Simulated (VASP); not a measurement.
**NiO: the relaxed cell at several levels**

Aim: relax NiO at several levels and hold each cell against experiment. The levels: PBE, LDA, r2SCAN and PBE + D3(BJ). The start is a cell from a database of measured crystal structures.

Method: PBE, spin-polarised from a ferromagnetic start (one magnetic atom a cell); plane waves and PAW (Ni, O), in the first sound run; inputs show where later runs differ, in VASP 6.6.1.

**What experiment says.**

For NiO, rock-salt (unstrained reference value), “Band gap bowing in NixMg1−xO” (2016, pmc:4977526) quotes earlier work: lattice constant a (cubic lattice constant, quoted from earlier experiment) 4.177 Å [literature experimental value used as input for Vegard's law in the calculations; sample …].

## (1) The structure

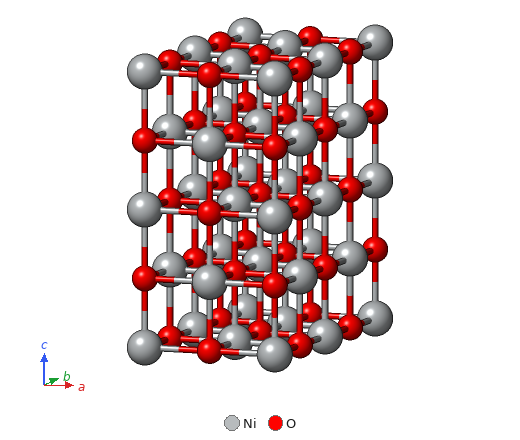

The starting structure, seen slightly off an axis (nickel light grey, oxygen red). 1×2×2 cells are drawn. This picture shows the conventional cell, with its axes. Some periodic images of atoms are drawn too.

## (2) Relaxation with PBE

The start need not lie at this functional's minimum. ISIF = 3 frees volume, shape and positions, and EDIFFG sets the threshold on forces and stress at which the search stops. PBE, the usual starting point, adds the gradient of the density.

File INCAR:

```
SYSTEM = NiO
PREC = Accurate
ENCUT = 560
EDIFF = 1E-06
NELM = 100
ISMEAR = -1
SIGMA = 0.05
LREAL = .FALSE.
ALGO = Normal
GGA = PE
NBANDS = 16
ISPIN = 2
MAGMOM = 1 0
LASPH = .TRUE.
LMAXMIX = 4
LORBIT = 11
LWAVE = .FALSE.
LCHARG = .FALSE.
KPAR = 2
IBRION = 2
NSW = 60
ISIF = 3
EDIFFG = -0.01
```

File POSCAR:

```
NiO
1.0
    0.0000000000      2.0893050000      2.0893050000
    2.0893050000      0.0000000000      2.0893050000
    2.0893050000      2.0893050000      0.0000000000
Ni O
1 1
Direct
    0.0000000000      0.0000000000      0.0000000000
    0.5000000000      0.5000000000      0.5000000000
```

File KPOINTS:

```
Automatic mesh
0
Gamma
8 8 8
0 0 0
```

Potentials, in the order of the species: Ni and O (PBE family, release 64).

Command:

```
$ mpirun -np 2 vasp_std
```

What it wrote:

```text
[banner, memory and clock lines left out]
running    2 mpi-ranks, on    1 nodes
 distrk:  each k-point on    1 cores,    2 groups
 distr:  one band on    1 cores,    1 groups

 POSCAR found type information on POSCAR NiO
 POSCAR found :  2 types and       2 ions
 LDA part: xc-table for (Slater+PW92), standard interpolation
 POSCAR, INCAR and KPOINTS ok, starting setup
 FFT: planning ... GRIDC
 FFT: planning ... GRID_SOFT
 FFT: planning ... GRID
 WAVECAR not read
 entering main loop
       N       E                     dE             d eps       ncg     rms          rms(c)
DAV:   1     0.759290820464E+02    0.75929E+02   -0.78725E+03  1960   0.131E+03
DAV:   2    -0.976961344991E+01   -0.85699E+02   -0.75133E+02  2032   0.253E+02
DAV:   3    -0.136218598568E+02   -0.38522E+01   -0.37545E+01  2240   0.559E+01
DAV:   4    -0.136551658001E+02   -0.33306E-01   -0.33291E-01  2272   0.510E+00
DAV:   5    -0.136559161952E+02   -0.75040E-03   -0.75038E-03  2328   0.779E-01    0.139E+01
DAV:   6    -0.128460296164E+02    0.80989E+00   -0.13252E+01  2152   0.679E+01    0.164E+01
DAV:   7    -0.114893056020E+02    0.13567E+01   -0.55799E+00  2168   0.568E+01    0.561E+00
DAV:   8    -0.114468628147E+02    0.42443E-01   -0.30757E-01  2472   0.927E+00    0.301E+00
DAV:   9    -0.114534004399E+02   -0.65376E-02   -0.35982E-02  2664   0.301E+00    0.946E-01
DAV:  10    -0.114602347095E+02   -0.68343E-02   -0.70231E-03  2424   0.109E+00    0.101E+00
DAV:  11    -0.114487895220E+02    0.11445E-01   -0.79874E-03  2144   0.178E+00    0.623E-01
DAV:  12    -0.114345516758E+02    0.14238E-01   -0.19912E-02  2224   0.314E+00    0.102E+00
DAV:  13    -0.114485841315E+02   -0.14032E-01   -0.14701E-02  2136   0.271E+00    0.760E-01
DAV:  14    -0.114728302693E+02   -0.24246E-01   -0.42011E-02  2296   0.442E+00    0.102E+00
DAV:  15    -0.114753393049E+02   -0.25090E-02   -0.12879E-02  2552   0.242E+00    0.664E-01
DAV:  16    -0.114448953166E+02    0.30444E-01   -0.18367E-02  2328   0.323E+00    0.187E+00
DAV:  17    -0.113659041233E+02    0.78991E-01   -0.20525E-02  2504   0.350E+00    0.377E+00
DAV:  18    -0.114481116284E+02   -0.82208E-01   -0.20606E-02  2200   0.343E+00    0.188E+00
DAV:  19    -0.114399989320E+02    0.81127E-02   -0.10497E-03  2296   0.554E-01    0.210E+00
DAV:  20    -0.114724379619E+02   -0.32439E-01   -0.12164E-02  2240   0.290E+00    0.634E-01
DAV:  21    -0.114763294413E+02   -0.38915E-02   -0.52843E-03  2552   0.151E+00    0.693E-02
DAV:  22    -0.114763462106E+02   -0.16769E-04   -0.56849E-04  2176   0.221E-01    0.668E-02
DAV:  23    -0.114762366214E+02    0.10959E-03   -0.52197E-05  2440   0.142E-01    0.112E-01
DAV:  24    -0.114763557300E+02   -0.11911E-03   -0.54488E-05  2224   0.182E-01    0.455E-02
DAV:  25    -0.114763609944E+02   -0.52644E-05   -0.52577E-06  2200   0.285E-02    0.400E-02
DAV:  26    -0.114763779579E+02   -0.16964E-04   -0.15189E-05  2320   0.884E-02    0.877E-03
DAV:  27    -0.114763782757E+02   -0.31777E-06   -0.19639E-06  1352   0.147E-02
   1 F= -.11476378E+02 E0= -.11472231E+02  d E =-.114764E+02  mag=     1.7937
 curvature:   0.00 expect dE= 0.000E+00 dE for cont linesearch  0.000E+00
 trial: gam= 0.00000 g(F)=  0.233E-60 g(S)=  0.262E-01 ort = 0.000E+00 (trialstep = 0.100E+01)
 search vector abs. value=  0.262E-01
 bond charge predicted
       N       E                     dE             d eps       ncg     rms          rms(c)
DAV:   1    -0.117514694238E+02   -0.27509E+00   -0.32833E+00  1984   0.305E+01    0.402E+00
DAV:   2    -0.115200070953E+02    0.23146E+00   -0.73329E-01  2128   0.207E+01    0.297E+00
DAV:   3    -0.114904704372E+02    0.29537E-01   -0.11331E-01  2368   0.871E+00    0.151E+00
DAV:   4    -0.114845976970E+02    0.58727E-02   -0.18163E-02  2608   0.256E+00    0.497E-01
DAV:   5    -0.114827879000E+02    0.18098E-02   -0.26105E-03  2736   0.687E-01    0.335E-01
DAV:   6    -0.114821350962E+02    0.65280E-03   -0.95609E-04  2240   0.349E-01    0.980E-02
DAV:   7    -0.114821120767E+02    0.23020E-04   -0.15674E-04  2584   0.177E-01    0.502E-02
DAV:   8    -0.114821182810E+02   -0.62044E-05   -0.28559E-05  2616   0.881E-02    0.176E-02
DAV:   9    -0.114821187316E+02   -0.45057E-06   -0.36718E-06  2256   0.307E-02
   2 F= -.11482119E+02 E0= -.11479028E+02  d E =-.574046E-02  mag=     1.8430
 trial-energy change:   -0.005740  1 .order   -0.005872   -0.026198    0.014454
 step:   0.6400(harm=  0.6444)  dis= 0.00000  next Energy=   -11.484727 (dE=-0.835E-02)
 bond charge predicted
       N       E                     dE             d eps       ncg     rms          rms(c)
DAV:   1    -0.115193886064E+02   -0.37270E-01   -0.41518E-01  1984   0.108E+01    0.143E+00
DAV:   2    -0.114885331919E+02    0.30855E-01   -0.80829E-02  2080   0.649E+00    0.944E-01
DAV:   3    -0.114857898454E+02    0.27433E-02   -0.11378E-02  2368   0.276E+00    0.578E-01
DAV:   4    -0.114849577681E+02    0.83208E-03   -0.20868E-03  2648   0.989E-01    0.174E-01
DAV:   5    -0.114846909830E+02    0.26679E-03   -0.41022E-04  2720   0.290E-01    0.123E-01
DAV:   6    -0.114846320417E+02    0.58941E-04   -0.10743E-04  2112   0.131E-01    0.381E-02
DAV:   7    -0.114846276568E+02    0.43849E-05   -0.20468E-05  2480   0.676E-02    0.179E-02
DAV:   8    -0.114846278340E+02   -0.17719E-06   -0.28023E-06  1848   0.213E-02
   3 F= -.11484628E+02 E0= -.11481277E+02  d E =-.824956E-02  mag=     1.8275
 curvature:  -0.32 expect dE=-0.502E-05 dE for cont linesearch -0.502E-05
 trial: gam=-0.02379 g(F)=  0.293E-62 g(S)=  0.156E-04 ort = 0.639E-03 (trialstep = 0.928E+00)
 search vector abs. value=  0.936E-08
 reached required accuracy - stopping structural energy minimisation
```

The job ended after 29 s (2 MPI ranks of AMD EPYC 9R14 (Zen 4), shared host; peak memory 0.26 GiB; 55 s of CPU time).

The logs omit lines about the potential files and the build; timing stands in the text.

Parts of OUTCAR (step 2):

```text
ion  position               nearest neighbor table
   1  0.000  0.000  0.000-   2 2.09   2 2.09   2 2.09   2 2.09   2 2.09   2 2.09
   2  0.500  0.500  0.500-   1 2.09   1 2.09   1 2.09   1 2.09   1 2.09   1 2.09

  LATTYP: Found a face centered cubic cell.
 ALAT       =     4.1786100000

 Subroutine GETGRP returns: Found 48 space group operations
 (whereof 48 operations were pure point group operations)

The static configuration has the point symmetry O_h .

 Found     29 irreducible k-points:

   k-points           NKPTS =     29   k-points in BZ     NKDIM =     29   number of bands    NBANDS=     16

   dimension x,y,z NGX =    24 NGY =   24 NGZ =   24
   dimension x,y,z NGXF=    48 NGYF=   48 NGZF=   48

   ENCUT  =  560.0 eV  41.16 Ry    6.42 a.u.   5.70  5.70  5.70*2*pi/ulx,y,z

   NELECT =      16.0000    total number of electrons

 k-points in reciprocal lattice and weights: Automatic mesh
   0.00000000  0.00000000  0.00000000       0.002
   0.12500000  0.00000000  0.00000000       0.016
   0.25000000  0.00000000  0.00000000       0.016
   0.37500000  0.00000000  0.00000000       0.016
   0.50000000  0.00000000  0.00000000       0.008
   0.12500000  0.12500000  0.00000000       0.012
   0.25000000  0.12500000  0.00000000       0.047
   0.37500000  0.12500000  0.00000000       0.047
   0.50000000  0.12500000  0.00000000       0.047
[...]
-0.37500000  0.50000000  0.12500000       0.023
  -0.25000000  0.50000000  0.25000000       0.012

 average (electrostatic) potential at core
       1 -84.3001       2 -68.3741

 E-fermi :   7.4782

 spin component 1
 k-point     1 :       0.0000    0.0000    0.0000
  band No.  band energies     occupation
    ...
      5       4.6118      1.00000
      6       4.6118      1.00000
      7       4.8434      1.00000
      8       4.8434      1.00000
      9       4.8434      1.00000
     10       8.8520      0.00000
     11      25.2407      0.00000
     12      26.1730      0.00000
     13      26.1731      0.00000
     14      26.1731      0.00000
    ...

 k-point     2 :       0.1250    0.0000    0.0000
  band No.  band energies     occupation
    ...
      5       4.8726      1.00000
      6       4.8726      1.00000
      7       5.2140      1.00000
      8       5.6584      1.00000
      9       5.6584      1.00000
     10       9.8602      0.00000
     11      22.4281      0.00000
     12      25.4675      0.00000
     13      25.4675      0.00000
     14      27.1876      0.00000
    ...

 k-point     3 :       0.2500    0.0000    0.0000
  band No.  band energies     occupation
    ...
      5       5.1196      1.00000
      6       5.1197      1.00000
      7       5.5073      1.00000
      8       6.6727      1.00000
      9       6.6727      1.00000
     10      11.5738      0.00000
     11      19.4858      0.00000
     12      23.5195      0.00000
     13      23.5195      0.00000
     14      27.5128      0.00000
    ...

 k-point     4 :       0.3750    0.0000    0.0000
  band No.  band energies     occupation
    ...
      5       5.3755      1.00000
      6       5.3755      1.00000
      7       5.8426      1.00000
      8       7.4005      0.82553
      9       7.4005      0.82540
     10      12.7439      0.00000
     11      17.6487      0.00000
     12      21.8960      0.00000
     13      21.8960      0.00000
     14      28.0029      0.00000
    ...

 k-point     5 :       0.5000    0.0000    0.0000
  band No.  band energies     occupation
    ...
      3       1.7306      1.00000
      4       1.7307      1.00000
      5       5.4849      1.00000
      6       5.4849      1.00000
      7       6.0147      1.00000
      8       7.6698      0.02119
      9       7.6699      0.02117
     10      13.0125      0.00000
     11      17.1603      0.00000
     12      21.2908      0.00000
    ...

 k-point     6 :       0.1250    0.1250    0.0000
  band No.  band energies     occupation
    ...
      5       4.3554      1.00000
      6       4.7219      1.00000
      7       5.4937      1.00000
      8       5.4937      1.00000
      9       5.5400      1.00000
     10      10.2605      0.00000
     11      22.7588      0.00000
     12      24.7857      0.00000
     13      24.7857      0.00000
     14      25.0264      0.00000
    ...

  Total        0.0146712      0.0146712      0.0146712      0.0000000      0.0000000     -0.0000000
  in kB        1.2534186      1.2534186      1.2534186      0.0000000      0.0000000     -0.0000000
  external PRESSURE =       1.2534186 kB  Pullay stress =       0.0000000 kB

  energy-cutoff  :      560.00
  volume of cell :       18.75
      direct lattice vectors                 reciprocal lattice vectors
    -0.000000000  2.108710977  2.108710977    -0.237111679  0.237111679  0.237111679
     2.108710977  0.000000000  2.108710977     0.237111679 -0.237111679  0.237111679
     2.108710977  2.108710977  0.000000000     0.237111679  0.237111679 -0.237111679

 POSITION                                       TOTAL-FORCE (eV/Angst)
 -----------------------------------------------------------------------------------
      0.00000      0.00000      0.00000        -0.000000     -0.000000     -0.000000
      2.10871      2.10871      2.10871         0.000000      0.000000      0.000000
 -----------------------------------------------------------------------------------
    total drift:                                0.000000     -0.000000     -0.000000

  FREE ENERGIE OF THE ION-ELECTRON SYSTEM (eV)
  ---------------------------------------------------
  free  energy   TOTEN  =       -11.4846278340 eV

  energy  without entropy=      -11.4779262679  energy(sigma->0) =      -11.48127705

 reached required accuracy - stopping structural energy minimisation

 total charge
# of ion       s       p       d       tot
------------------------------------------
    1        0.324   0.384   8.221   8.929
    2        1.554   3.412   0.000   4.967
--------------------------------------------------
tot          1.878   3.796   8.221  13.895

 magnetization (x)
# of ion       s       p       d       tot
------------------------------------------
    1        0.011   0.015   1.468   1.494
    2        0.027   0.260   0.000   0.287
--------------------------------------------------
tot          0.038   0.275   1.468   1.781

[... 6 further parts left out ...]
```

The cell holds one magnetic atom, so no antiferromagnetic order fits into it. Experiment finds antiferromagnetic order in this phase (below 523 K, arxiv:1210.6675), so this ferromagnetic run describes another state. The k-mesh is coarse for a metal. Oxides and halides of Ni are often magnetic insulators, and a metal at this level, without U or exact exchange, may be an artefact. The run keeps the 48 symmetry operations of its start, so it cannot find a distortion of lower symmetry.

Step by step:

```csv
step,energy less that of the first step (eV),largest force (eV/Å),pressure (GPa),volume (Å³)
1,0.0000,0.0000,5.29,18.24
2,-0.0057,0.0000,-2.79,19.05
3,-0.0083,0.0000,0.13,18.75
```

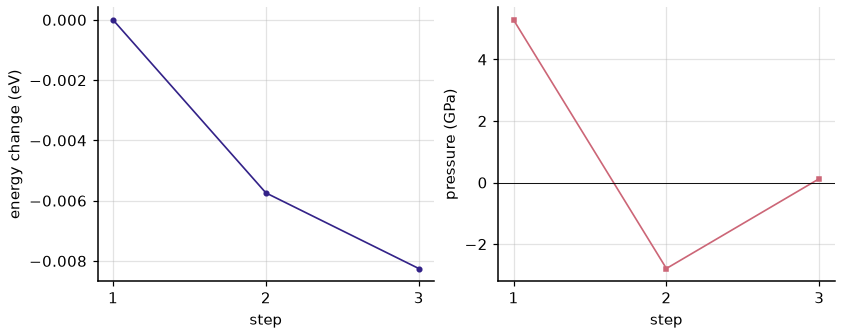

Energy and pressure along the relaxation.

```csv
"conventional cell, symmetrised",before,after,change
a (Å),4.179,4.217,+0.9 %
b (Å),4.179,4.217,+0.9 %
c (Å),4.179,4.217,+0.9 %
volume (Å³/atom),9.12,9.38,+2.8 %
```

The relaxed structure:

```xyz
2
Lattice="0.0000 2.1087 2.1087 2.1087 0.0000 2.1087 2.1087 2.1087 0.0000" Properties=species:S:1:pos:R:3 pbc="T T T"
Ni    0.0000    0.0000    0.0000
O     2.1087    2.1087    2.1087
```

Numbers from this step:

| Property | Result |
| --- | --- |
| electrons | 16 |
| bands | 16 |
| irreducible k points | 29 |
| symmetry operations | 48 |
| free energy (TOTEN) | -11.48 eV |
| energy at zero smearing | -11.48 eV |
| Fermi energy | 7.478 eV |
| pressure | 0.1253 GPa |
| moment of the cell, from the last line of the log | 1.827 μB |
| metallic | yes |
| SCF cycles over all ionic steps | 44 |

Spin moment in the PAW sphere by atom:

```csv
atom,spin moment in the PAW sphere (μB)
Ni1,1.49
O2,0.29
```

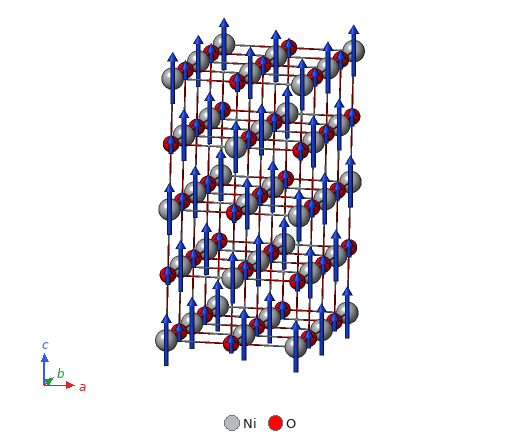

Spin moment in the PAW sphere as arrows, the longest 1.49 μB. Up and down stand for the sign. Arrows give size and sign along the axis of quantisation, drawn up and down the page. Each arrow also spans its atom, so small moments look longer than they are. 1×2×2 conventional cells are drawn. Some periodic images of atoms are drawn too.

It ends with forces that vanish by symmetry and a pressure of 0.13 GPa. The volume lies +2.8 % from that of the database's start. The conventional cell has a = 4.217 Å. The largest moment is 1.49 μB.

(Continued in part 2 of 3.)

[Lines on the potential files, build, host, timing and source positions are cut from VASP's logs without a mark.]

[Logs are printed without paths, hosts, clocks, repeated set-up lines and the standing remarks that a program may print on its own settings, such as how far it seeks lower states.]

[Hosts, paths, dates, database ids (printed as entryN), source tags and the programs' standing remarks are cut or masked in the printed files.]

[A measured line is paired with the nearest computed mode of its activity, which favours agreement.]

[In band tables of VASP the shares of atoms and orbitals are scaled to a sum of 1 inside the atoms' spheres.]
